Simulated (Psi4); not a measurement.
# PBE0/cc-pV(D+d)Z (sweep point 2) run of BHSClF (SMILES FB(S)Cl)

Aim: the vertical ionisation energy of BHSClF at PBE0/cc-pV(D+d)Z (sweep point 2), from 2 runs. 

Program for the calculation: Psi4 1.11.

## (1) The system as given

BHSClF has 5 atoms, charge 0, and is taken as a singlet. As SMILES, `FB(S)Cl`. The shape is that of a PBE0-D4/def2-TZVP optimisation. This is one conformer, not always the lowest.

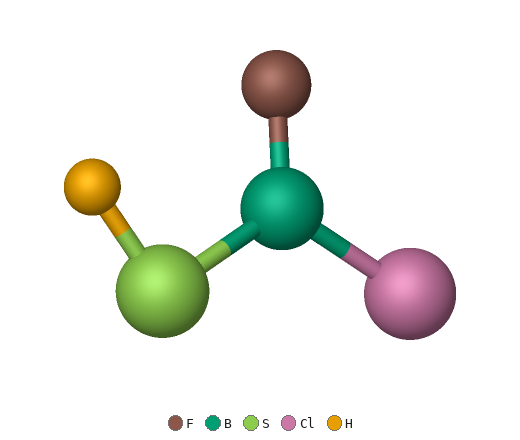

The structure, seen from a chosen angle (fluorine brown, boron teal, sulfur green, chlorine pink, hydrogen amber).

## (2) The energy at PBE0/cc-pV(D+d)Z (sweep point 2)

bclfhs.inp

```
memory 1600 MB

molecule {
  0 1
  F     -0.530000    -1.166500     0.714900
  B     -0.425100    -0.151000    -0.119600
  S      1.059600     0.851000    -0.211000
  Cl    -1.776300     0.224400    -1.165000
  H      1.721700     0.168500     0.739200
  symmetry c1
}

set basis cc-pV(D+d)Z
set puream true
set scf_type pk
set dft_radial_points 99
set dft_spherical_points 590

energy_value = energy('pbe0')
print_variables()
```

Started as:

```
$ psi4 -i bclfhs.inp -o bclfhs.out -n 1
```

bclfhs.out, cut to the lines that bear on the results:

```text
[...]
  Running in c1 symmetry.
[...]
  Nuclear repulsion =  184.437112351664581
[...]
  Multiplicity = 1
[...]
  Nalpha       = 24
  Nbeta        = 24
[...]
    Number of basis functions: 79
[...]
   @RKS iter   1:  -983.35331042019766   -1.68180e-01   4.68811e-03 ADIIS/DIIS
[...]
   @RKS iter   8:  -983.41562634807792   -4.09566e-08   4.17857e-07 DIIS
[...]
    Orbital Energies [Eh]
    ---------------------
    Doubly Occupied:
       1A   -101.726431     2A    -89.059768     3A    -24.815121
       4A     -9.544033     5A     -8.030539     6A     -7.276157
       7A     -7.270846     8A     -7.269536     9A     -6.917937
      10A     -5.966820    11A     -5.962952    12A     -5.959803
      13A     -1.275035    14A     -0.876825    15A     -0.785481
      16A     -0.590651    17A     -0.513167    18A     -0.502788
      19A     -0.499357    20A     -0.422163    21A     -0.369927
      22A     -0.368758    23A     -0.347118    24A     -0.304030
[...]
  @RKS Final Energy:  -983.41562634807792
   => Energetics <=
    Nuclear Repulsion Energy =            184.4371123516645810
    One-Electron Energy =               -1725.7345793671727279
    Two-Electron Energy =                 609.6427454522956850
    DFT Exchange-Correlation Energy =     -51.7609047848655237
    Empirical Dispersion Energy =           0.0000000000000000
    VV10 Nonlocal Energy =                  0.0000000000000000
    Total Energy =                       -983.4156263480779216
[...]
 Multipole Moments:
 ------------------------------------------------------------------------------------
     Multipole            Electronic (a.u.)      Nuclear  (a.u.)        Total (a.u.)
 ------------------------------------------------------------------------------------
 L = 1.  Multiply by 2.5417464519 to convert [e a0] to [Debye]
 Dipole X            :         -2.9613562            3.3949842            0.4336279
 Dipole Y            :         -1.4617010            1.4345763           -0.0271247
 Dipole Z            :         -0.2890115            0.5429553            0.2539438
 Magnitude           :                                                    0.5032458
[...]
```

It took 7.5 s on 1 thread of AMD EPYC 9R45 (Zen 5), shared host; peak memory 0.88 GiB.

## (3) The doublet cation

bclfhs.inp

```
memory 1600 mb

molecule molecule1 {
  1 2
  F     -0.530000    -1.166500     0.714900
  B     -0.425100    -0.151000    -0.119600
  S      1.059600     0.851000    -0.211000
  Cl    -1.776300     0.224400    -1.165000
  H      1.721700     0.168500     0.739200
  symmetry c1
}

set globals {
  basis cc-pV(D+d)Z
  reference uks
  puream true
  scf_type pk
  dft_radial_points 99
  dft_spherical_points 590
  maxiter 150
}

E = energy('pbe0')
print_variables()
```

Started as:

```
$ psi4 bclfhs.inp bclfhs.out -n 1
```

bclfhs.out, cut to the lines that bear on the results:

```text
[...]
  Running in c1 symmetry.
[...]
  Nuclear repulsion =  184.437112351664581
[...]
  Multiplicity = 2
[...]
  Nalpha       = 24
  Nbeta        = 23
[...]
    Number of basis functions: 79
[...]
   @UKS iter   1:  -982.98268944390873    2.02441e-01   3.88643e-03 DIIS/ADIIS
[...]
   @UKS iter  11:  -983.02258149165345   -1.88247e-08   3.04623e-07 DIIS
[...]
   @S^2 Observed:                7.584271115E-01
[...]
    Orbital Energies [Eh]
    ---------------------
    Alpha Occupied:
       1A   -101.964842     2A    -89.394167     3A    -25.031631
       4A     -9.780481     5A     -8.362546     6A     -7.511767
       7A     -7.511113     8A     -7.504348     9A     -7.157320
      10A     -6.304173    11A     -6.294548    12A     -6.290662
      13A     -1.487983    14A     -1.118344    15A     -1.088963
      16A     -0.809099    17A     -0.769234    18A     -0.732000
      19A     -0.714756    20A     -0.679685    21A     -0.639055
      22A     -0.624773    23A     -0.589880    24A     -0.568771
    Alpha Virtual:
      25A     -0.257949    26A     -0.233364    27A     -0.170258
[...]
  @UKS Final Energy:  -983.02258149165345
   => Energetics <=
    Nuclear Repulsion Energy =            184.4371123516645810
    One-Electron Energy =               -1713.3603032099454140
    Two-Electron Energy =                 597.4005432308607624
    DFT Exchange-Correlation Energy =     -51.4999338642333768
    Empirical Dispersion Energy =           0.0000000000000000
    VV10 Nonlocal Energy =                  0.0000000000000000
    Total Energy =                       -983.0225814916534546
[...]
 Multipole Moments:
 ------------------------------------------------------------------------------------
     Multipole            Electronic (a.u.)      Nuclear  (a.u.)        Total (a.u.)
 ------------------------------------------------------------------------------------
 L = 1.  Multiply by 2.5417464519 to convert [e a0] to [Debye]
 Dipole X            :         -1.7061245            3.3949842            1.6888597
 Dipole Y            :         -0.7541404            1.4345763            0.6804359
 Dipole Z            :         -0.2437763            0.5429553            0.2991790
 Magnitude           :                                                    1.8451960
[...]
```

Wall time 11 s (1 thread of AMD EPYC 9R45 (Zen 5), shared host); peak memory 0.88 GiB.

## (4) Results

Level: PBE0/cc-pV(D+d)Z (sweep point 2).

```
                                          quantity          value
                      singlet BHSClF: total energy  -983.41563 Eh
                     singlet BHSClF: dipole moment         1.28 D
                       singlet BHSClF: HOMO energy       -8.27 eV
                       singlet BHSClF: LUMO energy       -0.43 eV
                     singlet BHSClF: HOMO–LUMO gap        7.84 eV
                      doublet cation: total energy  -983.02258 Eh
doublet cation: HOMO energy (highest over α and β)      -15.37 eV
 doublet cation: LUMO energy (lowest over α and β)      -13.04 eV
                              doublet cation: ⟨S²⟩          0.758
vertical ionisation energy (to the doublet cation)      10.695 eV
```

In words: The vertical ionisation energy comes to 10.70 eV (1032 kJ/mol). −ε(HOMO) before ionisation, 8.27 eV, is 2.42 eV below this ionisation energy.
